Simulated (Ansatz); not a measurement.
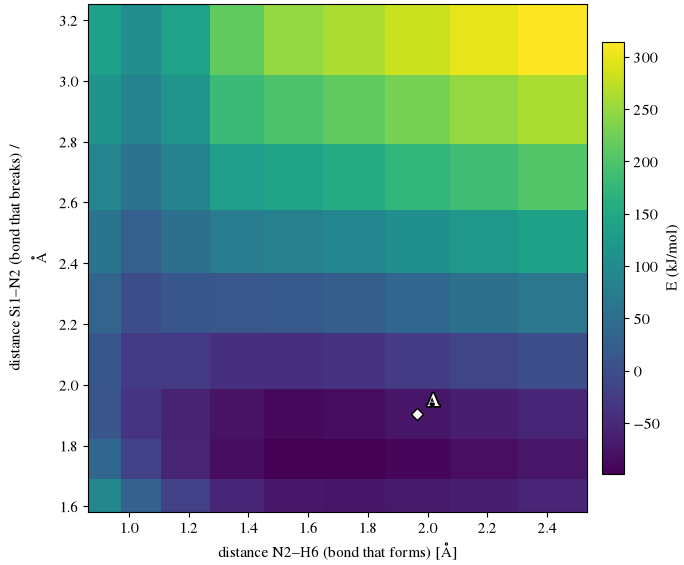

The reacting system FH₆NOSi (fragments H₅NOSi + FH where the first distance is long, H₂OSi + H₃N + FH where the second is long). The first coordinate is: distance N2–H6 (bond that forms); the second: distance Si1–N2 (bond that breaks). Relaxed at each point: all other coordinates. The grid has 9 × 9 points. Points are written as (first, second). Energies are in kJ/mol, from a guessed transition structure relaxed with its forming and breaking bonds held. Energies and slopes of some neighbouring points disagree (a jump in structure or state, or too coarse a mesh). The reference is spin-restricted, so regions where a bond is pulled apart into radicals lie too high. These are results of RKS PBE0-D4/def2-SVP (Ansatz 0.2.0), not measurements.

The picture shows one coloured cell a grid point, the point A.

### Which way does the force act at A, and how strong is it?

A, at (1.965 Å, 1.903 Å), is not a stationary point. The computed force is 50 kJ/mol for each Å towards smaller values of the first coordinate and 210 kJ/mol for each Å towards smaller values of the second coordinate.
